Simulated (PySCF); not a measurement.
# RhF6 (-2): ligand-field states

What do calculations give for the ligand-field states of RhF6 (-2)?

Programs: PySCF 2.14.0, with routines of our own; each step states its level. All values are computed. Atoms count from 0.

## (1) The starting structure

7 atoms, charge -2, states of the metal's open shell are computed; geometry from: model geometry, bond lengths from ionic radii.

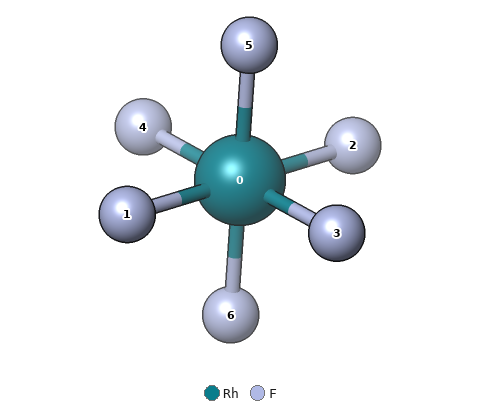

The starting geometry (rhodium blue, fluorine light blue); sticks join atoms by distance alone.

## (2) Ligand-field states: state-averaged CASSCF in water

What the job is given:

```
{"job": {"kind": "lf", "basis": {"metal": "x2c-TZVPall", "ligand": "x2c-SVPall"}, "nevpt": true, "solvent": "water"}, "charge": -2, "metal": "Rh", "open_shell": "d5"}
Rh     0.000000     0.000000     0.000000
F      0.000000     0.000000     1.900000
F      0.000000     0.000000    -1.900000
F      1.900000     0.000000     0.000000
F     -1.900000     0.000000     0.000000
F      0.000000     1.900000     0.000000
F     -0.000000    -1.900000     0.000000
```

Level: state-averaged CASSCF of the metal d shell, SC-NEVPT2 on the averaged canonical orbitals, state-interaction spin-orbit coupling.

The run is started by

```sh
$ OMP_NUM_THREADS=1 python lf_run.py task.json out
```

This one command runs all jobs of the session in turn.

The program printed:

```text
basis functions 147, electrons 101, active (5e, 5o)
stage 1: DIIS on the effective Fock matrix, level shift 0.30
cycle   1  E = -5374.5460137497  dE = -5.375e+03  max|g| = 2.394e+00
cycle   2  E = -5375.0633283906  dE = -5.173e-01  max|g| = 1.268e+00
cycle   3  E = -5377.4299331949  dE = -2.367e+00  max|g| = 8.951e-01
cycle   4  E = -5377.8998473025  dE = -4.699e-01  max|g| = 1.726e-01
cycle   5  E = -5377.9443222680  dE = -4.447e-02  max|g| = 8.568e-02
cycle   6  E = -5377.9574745501  dE = -1.315e-02  max|g| = 2.746e-02
cycle   7  E = -5377.9590190154  dE = -1.544e-03  max|g| = 2.165e-02
cycle   8  E = -5377.9594105715  dE = -3.916e-04  max|g| = 5.148e-03
cycle   9  E = -5377.9594780440  dE = -6.747e-05  max|g| = 4.169e-03
cycle  10  E = -5377.9594793870  dE = -1.343e-06  max|g| = 2.054e-03
cycle  11  E = -5377.9594795784  dE = -1.914e-07  max|g| = 2.097e-03
cycle  12  E = -5377.9594817690  dE = -2.191e-06  max|g| = 1.886e-03
cycle  13  E = -5377.9594825939  dE = -8.249e-07  max|g| = 1.754e-03
cycle  14  E = -5377.9594840694  dE = -1.476e-06  max|g| = 1.179e-03
cycle  15  E = -5377.9594855179  dE = -1.449e-06  max|g| = 1.038e-03
cycle  16  E = -5377.9594863445  dE = -8.266e-07  max|g| = 7.321e-04
cycle  17  E = -5377.9594867360  dE = -3.915e-07  max|g| = 5.974e-04
cycle  18  E = -5377.9594869779  dE = -2.419e-07  max|g| = 5.212e-04
cycle  19  E = -5377.9594871293  dE = -1.514e-07  max|g| = 4.239e-04
cycle  20  E = -5377.9594872228  dE = -9.354e-08  max|g| = 3.444e-04
cycle  21  E = -5377.9594872853  dE = -6.249e-08  max|g| = 2.789e-04
cycle  22  E = -5377.9594873246  dE = -3.933e-08  max|g| = 2.282e-04
cycle  23  E = -5377.9594873515  dE = -2.690e-08  max|g| = 1.858e-04
cycle  24  E = -5377.9594873695  dE = -1.794e-08  max|g| = 1.510e-04
cycle  25  E = -5377.9594873817  dE = -1.223e-08  max|g| = 1.217e-04
cycle  26  E = -5377.9594873896  dE = -7.921e-09  max|g| = 9.818e-05
cycle  27  E = -5377.9594873948  dE = -5.217e-09  max|g| = 7.888e-05
cycle  28  E = -5377.9594873982  dE = -3.389e-09  max|g| = 6.333e-05
cycle  29  E = -5377.9594874004  dE = -2.185e-09  max|g| = 5.084e-05
cycle  30  E = -5377.9594874018  dE = -1.403e-09  max|g| = 4.081e-05
cycle  31  E = -5377.9594874027  dE = -8.713e-10  max|g| = 3.309e-05
cycle  32  E = -5377.9594874032  dE = -5.612e-10  max|g| = 2.695e-05
cycle  33  E = -5377.9594874036  dE = -3.738e-10  max|g| = 2.196e-05
cycle  34  E = -5377.9594874039  dE = -2.474e-10  max|g| = 1.792e-05
cycle  35  E = -5377.9594874040  dE = -1.646e-10  max|g| = 1.465e-05
cycle  36  E = -5377.9594874041  dE = -1.064e-10  max|g| = 1.199e-05
cycle  37  E = -5377.9594874042  dE = -7.276e-11  max|g| = 9.837e-06
converged average energy = -5377.9594874042

 mult deg   label        CASSCF/cm-1   NEVPT2/cm-1
   2   3   2T2g                0.0           0.0
   4   3   4T1g            14348.1       19713.6
   4   3   4T2g            20674.4       24199.3
   2   3   2T1g            24570.2       28892.2
   2   1   2A2g            25198.1       29856.1
   6   1   6A1g            18527.2       31485.1
   2   3   2T2g            27437.1       31578.2
   2   2   2Eg             29410.1       33238.0
   2   3   2T1g            34871.5       37077.5
   2   3   2T2g            36134.3       37254.0
   2   1   2A1g            40121.0       40929.6
   2   2   2Eg             45221.1       48694.6
   4   1   4A1g            39512.6       49391.8
   4   2   4Eg             41096.8       50436.8
   4   3   4T2g            43801.0       53029.4
   4   2   4Eg             45838.2       53630.0
   2   1   2A1g            50076.7       58411.6
   4   1   4A2g            56128.0       60065.6
   2   3   2T2g            52710.2       60511.2
   2   2   2Eg             55421.8       61672.3
   4   3   4T1g            54314.2       61805.2
   2   3   2T2g            57635.8       64388.6
   2   3   2T1g            57883.8       64538.6
   2   1   2A2g            59934.2       65500.9
   2   3   2T1g            60375.3       65518.5
   2   1   2A1g            62510.5       67008.6
   2   2   2Eg             63603.4       67835.7
   2   3   2T1g            66751.2       72487.3
   2   3   2T2g            70257.7       74414.9
   2   2   2Eg             73249.1       74640.4
   4   3   4T1g            74178.4       85623.6
   2   3   2T1g            82080.9       88303.3
   2   3   2T2g            85751.1       89780.9
   4   3   4T2g            80761.0       90384.0
   2   3   2T1g            86439.5       90417.4
   2   1   2A2g            84734.6       95100.9
   2   3   2T2g            92186.0       95776.3
   2   2   2Eg             90444.0       98704.7
   2   3   2T2g            95225.5      102469.3
   2   3   2T1g           101347.7      104650.0
   2   1   2A1g           101370.7      106511.1
   2   2   2Eg            115681.1      116957.1
   2   3   2T2g           123334.1      131379.2

spin-orbit levels / cm-1
      0.00  x2  2T2g 0.99
   2317.11  x4  2T2g 0.99
  20781.60  x4  4T1g 0.94 4T2g 0.03
  21071.79  x2  4T1g 0.96
  21508.38  x4  4T1g 0.98
  21821.46  x2  4T1g 0.99
  25696.42  x2  4T2g 0.98
  25795.09  x4  4T2g 0.96 4T1g 0.03
  26034.53  x4  4T2g 0.96
  26138.68  x2  4T2g 0.96
  30066.71  x4  2T1g 0.95
  31185.23  x2  2T1g 0.98
  31593.48  x2  2A2g 0.93 2T2g 0.04
  33104.89  x2  2T2g 0.92 2A2g 0.04
  33432.46  x4  6A1g 0.86 2T2g 0.11
  33458.71  x2  6A1g 0.96
  33560.72  x4  2T2g 0.84 6A1g 0.11
  35098.21  x4  2Eg 0.96
  38045.49  x4  2T2g 0.58 2T1g 0.41
  38863.83  x2  2T1g 0.96
```

Run time: 21 s. Hardware: 1 thread of Arm Neoverse V2, shared host; peak memory 0.36 GiB.

Warnings kept with the result: strongly covalent, metal-shell active space is small for this complex.

In short:

```csv
quantity,value
spin-orbit constant ζ,1261 cm⁻¹
```

Powder susceptibility:

```csv
T (K),χT (cm³ K/mol),μ(eff)
2,0.399,1.79
5,0.401,1.79
10,0.403,1.80
20,0.408,1.81
30,0.413,1.82
50,0.423,1.84
75,0.436,1.87
100,0.448,1.89
150,0.473,1.94
200,0.497,1.99
250,0.522,2.04
300,0.547,2.09
```

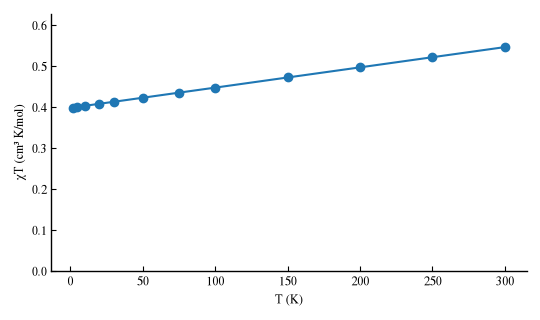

χT against temperature.

## (3) Ligand-field states: state-averaged CASSCF (axial bond length × 0.9) in water

What the job is given:

```
{"job": {"kind": "lf", "basis": {"metal": "x2c-TZVPall", "ligand": "x2c-SVPall"}, "nevpt": true, "solvent": "water", "reuse": true}, "charge": -2, "metal": "Rh", "open_shell": "d5"}
Rh     0.000000     0.000000     0.000000
F      0.000000     0.000000     1.710000
F      0.000000     0.000000    -1.710000
F      1.900000     0.000000     0.000000
F     -1.900000     0.000000     0.000000
F      0.000000     1.900000     0.000000
F     -0.000000    -1.900000     0.000000
```

Method: state-averaged CASSCF of the metal d shell, SC-NEVPT2 on the averaged canonical orbitals, state-interaction spin-orbit coupling.

The program printed:

```text
basis functions 147, electrons 101, active (5e, 5o)
start from the orbitals of the previous structure
stage 1: DIIS on the effective Fock matrix, level shift 0.30
cycle   1  E = -5375.3879519632  dE = -5.375e+03  max|g| = 3.145e+00
cycle   2  E = -5377.7626087386  dE = -2.375e+00  max|g| = 3.944e-01
cycle   3  E = -5377.8534202217  dE = -9.081e-02  max|g| = 1.519e-01
cycle   4  E = -5377.8715952815  dE = -1.818e-02  max|g| = 5.651e-02
cycle   5  E = -5377.8748865801  dE = -3.291e-03  max|g| = 2.311e-02
cycle   6  E = -5377.8755524514  dE = -6.659e-04  max|g| = 1.003e-02
cycle   7  E = -5377.8756674535  dE = -1.150e-04  max|g| = 5.126e-03
cycle   8  E = -5377.8756823539  dE = -1.490e-05  max|g| = 1.996e-03
cycle   9  E = -5377.8756850507  dE = -2.697e-06  max|g| = 7.318e-04
cycle  10  E = -5377.8756858074  dE = -7.567e-07  max|g| = 3.858e-04
cycle  11  E = -5377.8756860411  dE = -2.338e-07  max|g| = 1.994e-04
cycle  12  E = -5377.8756861060  dE = -6.487e-08  max|g| = 1.002e-04
cycle  13  E = -5377.8756861252  dE = -1.922e-08  max|g| = 6.760e-05
cycle  14  E = -5377.8756861305  dE = -5.257e-09  max|g| = 5.052e-05
cycle  15  E = -5377.8756861325  dE = -2.009e-09  max|g| = 4.039e-05
cycle  16  E = -5377.8756861340  dE = -1.563e-09  max|g| = 2.722e-05
cycle  17  E = -5377.8756861345  dE = -4.511e-10  max|g| = 2.176e-05
cycle  18  E = -5377.8756861348  dE = -2.783e-10  max|g| = 1.750e-05
cycle  19  E = -5377.8756861349  dE = -1.492e-10  max|g| = 1.475e-05
cycle  20  E = -5377.8756861350  dE = -9.823e-11  max|g| = 1.280e-05
cycle  21  E = -5377.8756861351  dE = -8.549e-11  max|g| = 1.068e-05
cycle  22  E = -5377.8756861351  dE = -2.456e-11  max|g| = 9.878e-06
converged average energy = -5377.8756861351

 mult deg   label        CASSCF/cm-1   NEVPT2/cm-1
   2   2   2Eg                 0.0           0.0
   2   1   2B2g             4509.0        5128.1
   4   1   4B2g            16394.2       18520.3
   4   2   4Eg             14992.6       20063.5
   4   1   4A2g            25827.0       29576.9
   2   2   2Eg             25592.9       29646.8
   2   1   2A1g            29439.9       30883.7
   2   1   2A2g            29990.7       31076.3
   2   1   2B2g            30957.1       31236.6
   2   2   2Eg             28900.4       32367.0
   2   1   2B1g            28828.4       32667.0
   4   2   4Eg             35011.1       38029.8
   2   1   2A2g            36171.3       38587.7
   2   1   2B1g            37092.1       40239.7
   6   1   6A1g            29404.3       40778.1
   2   1   2B2g            39438.6       41456.5
   2   1   2B1g            45949.4       46494.5
   2   1   2A1g            48315.0       48625.5
   2   2   2Eg             47430.5       48935.6
   4   1   4B1g            43304.0       48964.6
   2   2   2Eg             50511.8       51310.1
   4   1   4A1g            50183.1       58558.8
   4   2   4Eg             53296.7       59706.8
   4   1   4A1g            51913.6       59798.0
   2   1   2A2g            57079.1       61176.5
   4   1   4B1g            53727.9       61530.9
   4   1   4B2g            53649.1       61549.5
   2   2   2Eg             55741.2       62137.3
   2   1   2A1g            57223.9       62387.4
   4   1   4A1g            57029.0       63032.2
   2   1   2B1g            60179.7       64170.0
   2   1   2A1g            60686.0       65453.8
   2   1   2B2g            61177.4       66459.0
   2   1   2A1g            62251.7       67661.2
   2   2   2Eg             65149.0       69688.9
   4   1   4A2g            63876.4       69903.9
   2   2   2Eg             68470.6       70495.8
   2   1   2B1g            67084.3       71485.6
   2   1   2B2g            66772.6       72148.0
   2   1   2A1g            69228.5       72284.0
   4   2   4Eg             66674.5       73046.4
   2   2   2Eg             72868.3       74644.8
   2   1   2B1g            72982.7       75922.7
   2   1   2A1g            76408.9       77283.6
   2   1   2B2g            75679.0       78216.6
   2   1   2A2g            74880.4       79288.2
   4   1   4B1g            77365.0       80364.6
   2   1   2A2g            78704.5       82501.1
   2   2   2Eg             78213.2       83066.3
   2   2   2Eg             81746.4       84219.1
   2   2   2Eg             87320.7       87186.2
   4   2   4Eg             84686.1       92507.7
   2   1   2B1g            91770.6       93753.6
   2   1   2A1g            94304.7       94531.1
   4   1   4A2g            84688.6       94673.2
   2   1   2A2g           100125.3       98766.6
   2   1   2A2g            94017.1      102365.6
   2   2   2Eg             96227.7      102569.1
   2   1   2B2g           106024.3      103962.4
   4   2   4Eg             97010.5      105256.6

spin-orbit levels / cm-1
      0.00  x2  2Eg 0.96
   1728.34  x2  2Eg 0.99
   6258.88  x2  2B2g 0.96
  19112.54  x2  4B2g 0.76 4Eg 0.23
  19467.04  x2  4B2g 0.92 4Eg 0.07
  20667.12  x2  4Eg 0.92 4B2g 0.07
  21229.46  x2  4Eg 0.82 4B2g 0.17
  21510.77  x2  4Eg 0.92 4B2g 0.07
  21724.68  x2  4Eg 0.99
  30013.47  x2  2Eg 0.91 4A2g 0.05
  30268.98  x2  4A2g 0.80 2A1g 0.09 2Eg 0.07
  30618.44  x2  4A2g 0.93 2Eg 0.05
  30891.77  x2  2Eg 0.59 2A2g 0.17 4A2g 0.13
  31909.65  x2  2B2g 0.79 2Eg 0.14 2B1g 0.04
  32301.08  x2  2A1g 0.79 2A2g 0.10 2Eg 0.06
  32491.85  x2  2A2g 0.66 2Eg 0.28
  33428.38  x2  2Eg 0.93 2A2g 0.04
  33749.50  x2  2B1g 0.58 2Eg 0.39
  34046.06  x2  2Eg 0.45 2B1g 0.36 2B2g 0.16
  38522.60  x2  4Eg 0.91 2A2g 0.08
  38934.98  x2  4Eg 0.96
  39210.96  x2  4Eg 0.94
  39367.98  x2  4Eg 0.86 6A1g 0.05 2B2g 0.03
  39621.55  x2  2A2g 0.89 4Eg 0.09
  41520.15  x2  2B1g 0.91 6A1g 0.05
  42130.13  x2  6A1g 0.90 2B2g 0.06
  42133.94  x2  6A1g 0.97
  42177.93  x2  6A1g 0.88 4Eg 0.05 2B2g 0.03
  42703.05  x2  2B2g 0.84 4Eg 0.08 6A1g 0.06
  47642.96  x2  2B1g 0.95 2Eg 0.04
```

It took 13 s on 1 thread of Arm Neoverse V2, shared host; peak memory 0.37 GiB.

Warnings kept with the result: strongly covalent, metal-shell active space is small for this complex.

From this job:

```csv
quantity,value
spin-orbit constant ζ,1261 cm⁻¹
```

Powder susceptibility:

```csv
T (K),χT (cm³ K/mol),μ(eff)
2,0.528,2.05
20,0.533,2.06
100,0.559,2.11
300,0.622,2.23
```

## (4) Ligand-field states: state-averaged CASSCF (axial bond length × 0.95) in water

Settings changed since step 3:

```diff
@@ -2,4 +2,4 @@
 Rh     0.000000     0.000000     0.000000
-F      0.000000     0.000000     1.710000
-F      0.000000     0.000000    -1.710000
+F      0.000000     0.000000     1.805000
+F      0.000000     0.000000    -1.805000
 F      1.900000     0.000000     0.000000
```

Method: state-averaged CASSCF of the metal d shell, SC-NEVPT2 on the averaged canonical orbitals, state-interaction spin-orbit coupling.

The program printed:

```text
basis functions 147, electrons 101, active (5e, 5o)
start from the orbitals of the previous structure
stage 1: DIIS on the effective Fock matrix, level shift 0.30
cycle   1  E = -5377.0581067889  dE = -5.377e+03  max|g| = 2.568e+00
cycle   2  E = -5377.9028611573  dE = -8.448e-01  max|g| = 2.175e-01
cycle   3  E = -5377.9293213633  dE = -2.646e-02  max|g| = 8.283e-02
cycle   4  E = -5377.9316087059  dE = -2.287e-03  max|g| = 2.739e-02
cycle   5  E = -5377.9319472534  dE = -3.385e-04  max|g| = 1.192e-02
cycle   6  E = -5377.9320226343  dE = -7.538e-05  max|g| = 5.245e-03
cycle   7  E = -5377.9320462480  dE = -2.361e-05  max|g| = 2.696e-03
cycle   8  E = -5377.9320552713  dE = -9.023e-06  max|g| = 7.586e-04
cycle   9  E = -5377.9320555500  dE = -2.787e-07  max|g| = 6.768e-04
cycle  10  E = -5377.9320560095  dE = -4.595e-07  max|g| = 5.738e-04
...
cycle  33  E = -5377.9320566289  dE = -6.103e-10  max|g| = 5.491e-05
cycle  34  E = -5377.9320566289  dE = -1.728e-11  max|g| = 5.484e-05
cycle  35  E = -5377.9320566290  dE = -9.459e-11  max|g| = 5.405e-05
cycle  36  E = -5377.9320566291  dE = -7.913e-11  max|g| = 5.333e-05
cycle  37  E = -5377.9320566300  dE = -8.777e-10  max|g| = 4.792e-05
cycle  38  E = -5377.9320566299  dE =  3.183e-11  max|g| = 4.687e-05
cycle  39  E = -5377.9320566299  dE =  1.000e-11  max|g| = 4.529e-05
cycle  40  E = -5377.9320566317  dE = -1.785e-09  max|g| = 3.215e-05
stage 2: quasi-Newton rotations from the point of smallest gradient
cycle  42  E = -5377.9320566335  dE = -1.770e-09  max|g| = 1.393e-05
cycle  43  E = -5377.9320566339  dE = -4.193e-10  max|g| = 6.839e-06
converged average energy = -5377.9320566339

 mult deg   label        CASSCF/cm-1   NEVPT2/cm-1
   2   2   2Eg                 0.0           0.0
   2   1   2B2g             1796.8        2148.6
   4   2   4Eg             14977.2       20157.3
   4   1   4B2g            18938.9       21755.7
   4   1   4A2g            19719.2       24397.0
   2   2   2Eg             25431.5       29588.9
   4   2   4Eg             26803.1       30212.5
   2   1   2B1g            27280.0       31675.3
   2   2   2Eg             28576.0       32413.9
   2   1   2A2g            29355.0       32929.9
   2   1   2A1g            30646.4       33397.0
   2   1   2B2g            31544.9       34297.9
   2   1   2A2g            33581.0       35141.2
   6   1   6A1g            23572.0       35849.0
   2   1   2B1g            32915.0       36551.6
   2   1   2B2g            35532.0       36679.5
   2   2   2Eg             40124.4       41960.2
   2   2   2Eg             42340.0       43471.7
   2   1   2A1g            43452.8       44054.4
   2   1   2B1g            45638.7       47237.6
   4   1   4B1g            44231.5       51759.3
   4   1   4A1g            44521.9       53757.1
   4   1   4A1g            46147.1       54882.4
   2   1   2A1g            51960.5       56085.7
   4   2   4Eg             48617.8       56835.2
   4   1   4B1g            49150.1       56962.2
   4   1   4B2g            48392.5       57088.9
   4   1   4A1g            51080.5       58103.3
   2   1   2A1g            54914.0       62403.9
   2   2   2Eg             55439.7       62531.1
   2   1   2A2g            58719.8       63780.0
   2   1   2B2g            57375.6       64345.3
   2   1   2A1g            59913.2       64925.1
   2   1   2B1g            59030.8       65170.8
   4   1   4A2g            58804.7       65686.0
   4   2   4Eg             59686.8       66532.3
   2   2   2Eg             60870.1       67039.0
   2   1   2B1g            63572.3       68125.3
   4   1   4B1g            64470.8       68215.4
   2   1   2B2g            62209.6       68295.1
   2   1   2A1g            64432.2       68400.4
   2   2   2Eg             64129.7       69136.4
   2   2   2Eg             66824.7       71444.0
   2   1   2B1g            68441.0       71651.0
   2   1   2A1g            69069.9       72073.4
   2   1   2A2g            67661.8       73071.2
   2   1   2B2g            73338.3       76791.9
   2   1   2A2g            72056.8       76964.5
   2   2   2Eg             71816.9       77037.2
   2   2   2Eg             75566.8       78566.7
   2   1   2B1g            79761.7       81898.1
   2   1   2A1g            82037.8       82916.6
   2   2   2Eg             84527.7       84119.1
   4   1   4A2g            79086.9       89914.0
   4   2   4Eg             80575.7       90476.2
   2   1   2A2g            92009.3       93762.5
   2   1   2A2g            87550.4       94373.0
   4   2   4Eg             87055.6       96181.4
   2   1   2B2g            92840.2       97704.5
   2   1   2B2g            96901.7       98201.4

spin-orbit levels / cm-1
      0.00  x2  2Eg 0.89 2B2g 0.10
   1903.08  x2  2Eg 0.99
   3627.64  x2  2B2g 0.89 2Eg 0.10
  20536.75  x2  4Eg 0.89 4B2g 0.08
  21128.84  x2  4Eg 0.95
  21437.74  x2  4Eg 0.89 4B2g 0.10
  21923.59  x2  4Eg 0.99
  23166.77  x2  4B2g 0.89 4Eg 0.09
  23272.05  x2  4B2g 0.88 4Eg 0.11
  25382.19  x2  4A2g 0.95
  25586.03  x2  4A2g 0.97
  30210.59  x2  2Eg 0.97
  30943.32  x2  4Eg 0.84 2Eg 0.09 2A2g 0.03
  31187.56  x2  2Eg 0.59 4Eg 0.35 2Eg 0.04
  31353.70  x2  4Eg 0.73 2Eg 0.24
  31524.56  x2  4Eg 0.91 2B1g 0.05
  31697.70  x2  4Eg 0.88 2B1g 0.06
  33071.40  x2  2B1g 0.78 2Eg 0.09 4Eg 0.08
  33571.40  x2  2Eg 0.72 2A2g 0.19 2Eg 0.05
  33739.65  x2  2Eg 0.82 2B1g 0.08 4Eg 0.04
  34276.86  x2  2A2g 0.59 2Eg 0.22 2A1g 0.13
  34936.45  x2  2A1g 0.81 2A2g 0.17
  35874.36  x2  2B2g 0.87 2Eg 0.05 4Eg 0.05
  36440.38  x2  2A2g 0.96
  37349.36  x2  6A1g 0.96
  37368.26  x2  6A1g 0.98
  37375.49  x2  6A1g 0.98
  37863.84  x2  2B2g 0.72 2B1g 0.22
  38018.70  x2  2B1g 0.73 2B2g 0.24
  42972.71  x2  2Eg 0.97
```

Run time: 18 s. Hardware: 1 thread of Arm Neoverse V2, shared host; peak memory 0.37 GiB.

Warnings kept with the result: strongly covalent, metal-shell active space is small for this complex.

Key values:

```csv
quantity,value
spin-orbit constant ζ,1263 cm⁻¹
```

Powder susceptibility:

```csv
T (K),χT (cm³ K/mol),μ(eff)
2,0.464,1.93
20,0.471,1.94
100,0.502,2.00
300,0.581,2.15
```

[end of part 1 of 2]
